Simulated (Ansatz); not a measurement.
```yaml
atoms:
  - { symbol: C, position_ang: [-0.6551, -2.1412, -0.0739] }
  - { symbol: Si, position_ang: [0.9253, -1.1322, -0.1703] }
  - { symbol: C, position_ang: [0.6371, 0.5186, -1.0701] }
  - { symbol: N, position_ang: [-0.3925, 1.3639, -0.4925] }
  - { symbol: Si, position_ang: [-0.5069, 1.8489, 1.1713] }
  - { symbol: H, position_ang: [-0.4969, -3.0827, 0.4738] }
  - { symbol: H, position_ang: [-1.0209, -2.3888, -1.0826] }
  - { symbol: H, position_ang: [-1.4411, -1.5688, 0.4418] }
  - { symbol: H, position_ang: [1.9810, -1.8609, -0.9443] }
  - { symbol: H, position_ang: [1.4660, -0.8798, 1.2044] }
  - { symbol: H, position_ang: [0.3430, 0.2288, -2.0960] }
  - { symbol: H, position_ang: [1.6201, 1.0259, -1.1792] }
  - { symbol: H, position_ang: [-0.7651, 2.0413, -1.1503] }
  - { symbol: H, position_ang: [-0.8046, 0.6745, 2.0487] }
  - { symbol: H, position_ang: [0.7237, 2.5055, 1.7291] }
  - { symbol: H, position_ang: [-1.6362, 2.8242, 1.2345] }
```

Level of theory: Ansatz 0.2.0, RKS PBE0/def2-SVP.

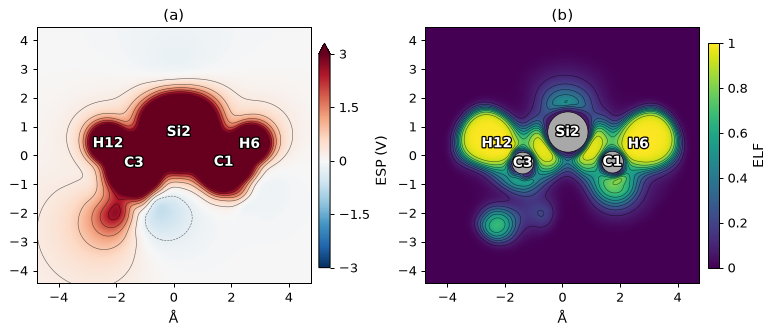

C₂H₁₁NSi₂ (SMILES C[SiH2]CN[SiH3]). (a) electrostatic potential; (b) electron localisation function on the plane of atoms Si2, C3 and H12. Grey discs cover the atomic cores in the ELF map.

What does the map show?

- Atoms in the plane: C, Si and H.
- C–Si (1.88 Å): the ELF peaks at about 0.95 between the atoms: a covalent bond.
- C–H (1.10 Å): the ELF climbs to about 1 towards the hydrogen, as it does in any bond to H (a covalent bond by its length).
- Outside the dense part of the molecule the potential is most negative (−0.7 V) near N4, which lies off the plane.
